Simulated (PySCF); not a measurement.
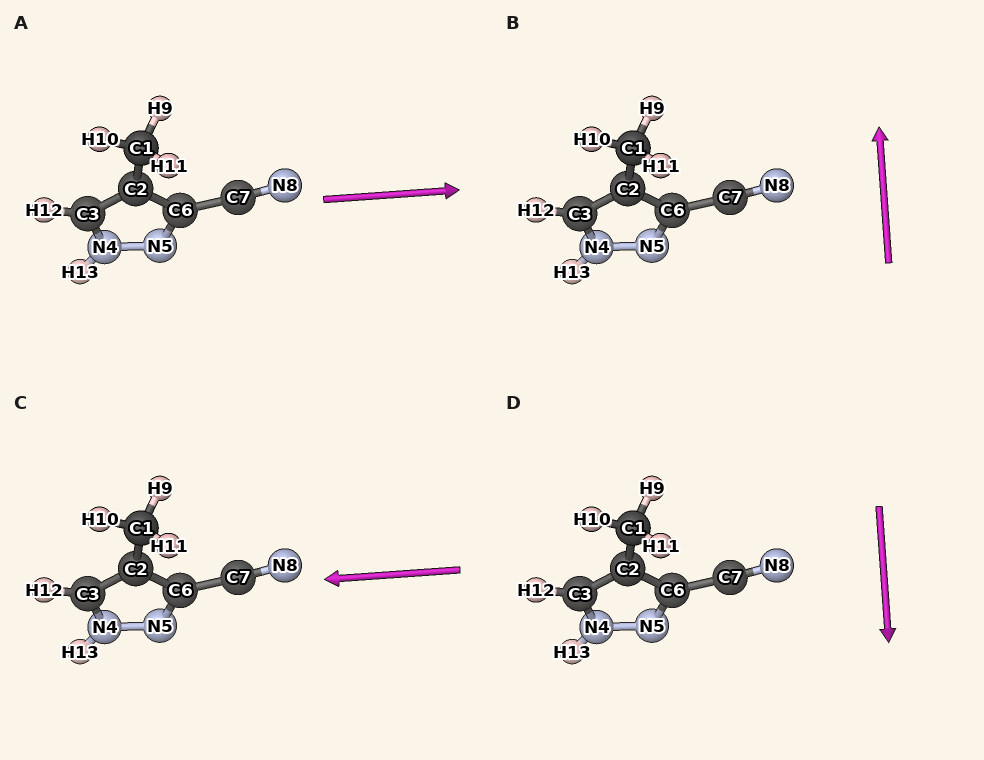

The same molecule four times, each with an arrow. The geometry was computed by an optimisation with GFN2-xTB. No frequency run is at hand to confirm it as a minimum. Level of theory: CAM-B3LYP/def2-SVPD, gas phase (PySCF 2.14.0).

Question: Which arrow points along the dipole moment, from the negative to the positive end?

Answer: C. The dipole moment is 6.43 D; it points from the side of N8 to the side of H12 (the outermost atoms at the two ends).
